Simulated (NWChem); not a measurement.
**C2H7N (dimethylamine): B3LYP/def2-TZVPP**

Aim: the electronic atomisation energy of C2H7N (dimethylamine) at B3LYP/def2-TZVPP, from 4 runs. 

Program for the calculation: NWChem 7.3.0.

2 further runs of the same task are left out: 2 set aside as unsound or not needed.

### 1 The system as given

C2H7N: 10 atoms, total charge 0, spin state singlet. SMILES: `CNC`. The coordinates come from a PBE0-D4/def2-TZVP relaxation.

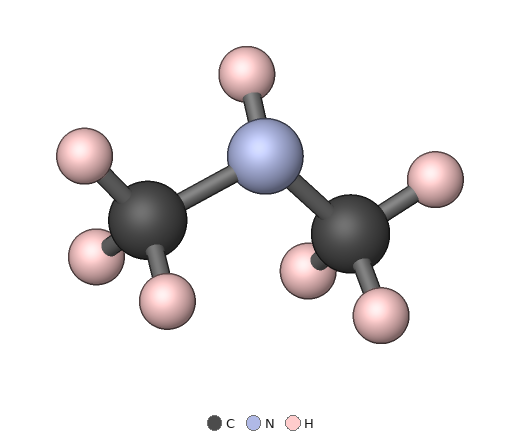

The structure, seen from a chosen angle (carbon dark grey, nitrogen light blue, hydrogen pink).

### 2 A single-point energy at B3LYP/def2-TZVPP (run 1)

The input, sp.nw:

```
start sp
title "C2H7N B3LYP"
memory 2200 mb
geometry noautosym nocenter noautoz
  C     -0.856700     0.407300    -0.748800
  N     -0.459900    -0.174400     0.512500
  C      0.945800    -0.503900     0.558500
  H     -1.910600     0.690500    -0.714000
  H     -0.740700    -0.334800    -1.544500
  H     -0.268400     1.295100    -1.038900
  H     -0.689100     0.456900     1.268600
  H      1.158300    -1.294800    -0.167100
  H      1.207400    -0.885700     1.547500
  H      1.613700     0.343700     0.326200
end
basis spherical bse
  * library def2-TZVPP
end
dft
  xc b3lyp
  grid fine
  convergence energy 1e-08
  maxiter 100
  mulliken
  print low
end
task dft energy
```

Run with:

```sh
$ nwchem sp.nw > sp.out
```

What it wrote, cut to the lines that bear on the results:

```text
[...]
 d= 0,ls=0.0,diis     1   -135.1866852045 -2.20D+02  2.77D-03  4.76D-01    13.4
[...]
 d= 0,ls=0.0,diis     8   -135.2247479176 -1.88D-09  7.32D-07  8.28D-08   103.9
         Total DFT energy =     -135.224747917576
      One electron energy =     -348.353124696257
           Coulomb energy =      149.031765129971
    Exchange-Corr. energy =      -20.423453650214
 Nuclear repulsion energy =       84.520065298924
[...]
      Total Density - Mulliken Population Analysis
     ---------------------------------------------
    Atom       Charge   Shell Charges
 -----------   ------   -------------------------------------------------------
    1 C    6     6.17   0.85  1.12  0.52  0.59  0.12  1.34  1.18  0.34  0.02  0.07  0.01
    2 N    7     7.27   0.82  1.15  0.55  0.79  0.19  1.57  1.57  0.57  0.01  0.05  0.00
    3 C    6     6.17   0.85  1.12  0.52  0.59  0.12  1.34  1.18  0.34  0.02  0.07  0.01
    4 H    1     0.91   0.28  0.47  0.12  0.01  0.02  0.00
    5 H    1     0.91   0.28  0.47  0.13  0.01  0.02  0.00
    6 H    1     0.93   0.28  0.47  0.16  0.01  0.02  0.00
    7 H    1     0.88   0.28  0.45  0.08  0.02  0.05  0.01
    8 H    1     0.91   0.28  0.47  0.13  0.01  0.02  0.00
    9 H    1     0.91   0.28  0.47  0.12  0.01  0.02  0.00
   10 H    1     0.93   0.28  0.47  0.16  0.01  0.02  0.00
[...]
```

Run time: 1.7 min. Hardware: 1 thread of AMD EPYC 7R43 (Zen 3), shared host; peak memory 0.12 GiB.

### 3 The C atom at the same level (run 2)

The input, job.nw:

```
start job
title "C"
memory stack 880 mb heap 220 mb global 1100 mb
charge 0

geometry units angstrom noautosym nocenter noautoz
  C        0.000000       0.000000       0.000000
end

basis "ao basis" spherical bse
  * library def2-TZVPP
end

dft
  xc b3lyp
  mult 3
  grid fine
  convergence energy 1e-08
  iterations 100
  mulliken
  noprint "final vectors analysis"
end

task dft
```

Run with:

```sh
$ nwchem job.nw > job.out
```

What it wrote, cut to the lines that bear on the results:

```text
[...]
          Wavefunction type:  spin polarized.
          No. of atoms     :     1
          No. of electrons :     6
[...]
          Charge           :     0
          Spin multiplicity:     3
[...]
          AO basis - number of functions:    31
[...]
              XC Information
              --------------
                         B3LYP Method XC Potential
                     Hartree-Fock (Exact) Exchange  0.200
                        Slater Exchange Functional  0.800 local
                    Becke 1988 Exchange Functional  0.720 non-local
              Lee-Yang-Parr Correlation Functional  0.810
                  VWN I RPA Correlation Functional  0.190 local
[...]
 d= 0,ls=0.0,diis     1    -37.8144014346 -3.78D+01  1.25D-02  9.08D-02     0.3
[...]
 d= 0,ls=0.0,diis     7    -37.8594780754 -2.90D-11  1.43D-08  8.57D-14     0.9
[...]
         Total DFT energy =      -37.859478075445
      One electron energy =      -50.480341054234
           Coulomb energy =       17.856430501389
    Exchange-Corr. energy =       -5.235567522600
 Nuclear repulsion energy =        0.000000000000
[...]
      Total Density - Mulliken Population Analysis
     ---------------------------------------------
    Atom       Charge   Shell Charges
 -----------   ------   -------------------------------------------------------
    1 C    6     6.00   0.86  1.11  0.72  0.96  0.35  0.81  0.79  0.39  0.00  0.00  0.00
     --------------------------------------------
      Spin Density - Mulliken Population Analysis
     --------------------------------------------
    Atom       Charge   Shell Charges
 -----------   ------   -------------------------------------------------------
    1 C    6     2.00  -0.00 -0.00  0.04  0.03 -0.06  0.81  0.79  0.39 -0.00 -0.00  0.00
[...]
      <S2> =      2.0037 (Exact =     2.0000)
[...]
```

It took 1.6 s on 1 thread of AMD EPYC 7R43 (Zen 3), shared host; peak memory 0.1 GiB.

Run 3 isn't shown in full; the table further down has it.

### 4 The N atom at the same level (run 4)

The input, n.nw:

```
START n
TITLE "N B3LYP"
memory 2200 mb

GEOMETRY units angstroms noautosym nocenter noautoz
   N      0.000000     0.000000     0.000000
END

BASIS spherical bse
   * library def2-TZVPP
END

DFT
   xc b3lyp
   mult 4
   grid fine
   convergence energy 1e-08
   maxiter 100
   mulliken
   noprint "final vectors analysis"
END

TASK dft energy
```

Run the same way, it converges to -54.60398 Eh (log not shown).

### 5 Overview of the runs

```tsv
run	level	partner	energy (Eh)	wall time
1	B3LYP/def2-TZVPP	base	-135.224748	1.7 min
2	UB3LYP/def2-TZVPP	atoms	-37.859478	1.6 s
3	UB3LYP/def2-TZVPP	atoms	-0.502154	0.85 s
4	UB3LYP/def2-TZVPP	atoms	-54.603977	1.3 s
```

### 6 Outcome

Level: B3LYP/def2-TZVPP.

| quantity | value |
| --- | --- |
| N atom: total energy | -54.60398 Eh |
| N atom: ⟨S²⟩ | 3.753 |
| electronic atomisation energy | 37.735 eV |

What this shows: Taking the molecule apart into free atoms costs 37.73 eV (3641 kJ/mol), before zero-point energy and without spin-orbit coupling. All runs together took 1.8 min, the longest 1.7 min.
